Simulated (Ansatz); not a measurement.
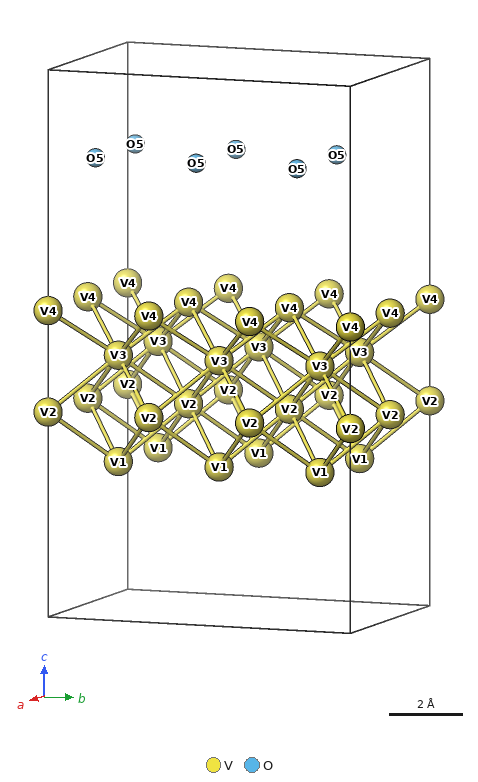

The input geometry (ball-and-stick view of the 2 × 3 repeat of the cell, with the vacuum cut short, seen slightly off an axis; atoms are numbered from 1 in the order of the input).

# Run report: V₄O, single-point calculation (part 1 of 3)

- system: V₄O (slab, 5 atoms in the cell)
- method: DFT PBE, scalar-relativistic, plane waves, PAW, no spin polarisation (Ansatz 0.2.0)

The structure derives from an entry of the Crystallography Open Database. Figures and captions count atoms from 1; the log counts them from 0 in places.

Log:
```
Engine: ansatz 0.2.0, x86_64-unknown-linux-gnu
Pseudopotentials: kind: paw
Pseudopotential: V, paw, valence charge 13, recommended cutoff 420 eV (normal), V.paw.azcp
Pseudopotential: O, paw, valence charge 6, recommended cutoff 420 eV (normal), O.paw.azcp
Functional definition: PBE
  parameter kappa = 0.804
  parameter beta = 0.06672455060314922
  exchange = pbe_x(kappa = kappa, mu = beta*pi^2/3)
  correlation = pbe_c(beta = beta)
Crystal: 5 atoms, lattice volume = 191.639 Å³
Basis set: ecut = 420 eV, 3655 PW (Γ), exchange–correlation on 48×48×288 points (8 copies of the dense FFT grid, shifted against one another)
Bands: 35, of which v1, the nominal top of the filled ones, is band 29 counted from 1 (28 counted from 0)
Symmetry: 2 space group operations
Space group: Cm (ITA 8), of the structure as read, at distance tolerance 5.8e-5 Å
k-points: 25 of 81 (time reversal used)
Non-local potential: V, projectors of the file, l = 0: 3, l = 1: 2, l = 2: 3, l = 3: 1
Non-local potential: O, projectors of the file, l = 0: 2, l = 1: 2, l = 2: 1
PAW form: soft (Blöchl's): semilocal exchange-correlation on the pseudo side does not see the compensation charge
PAW one-centre angular grid: V, 590 points (default); XC on 64 Gauss nodes
PAW one-centre angular grid: O, 110 points (default); XC on 64 Gauss nodes
Initial density: superposition of atomic densities (neutral atoms: chi_scale 0, normalization atom), corrected by the library's trained network
Initial wavefunctions: pseudopotential atomic-orbital guess
Functional: x = pbe(κ = 0.804, μ = 0.2195149727645171), c = pbe(β = 0.06672455060314922)
```
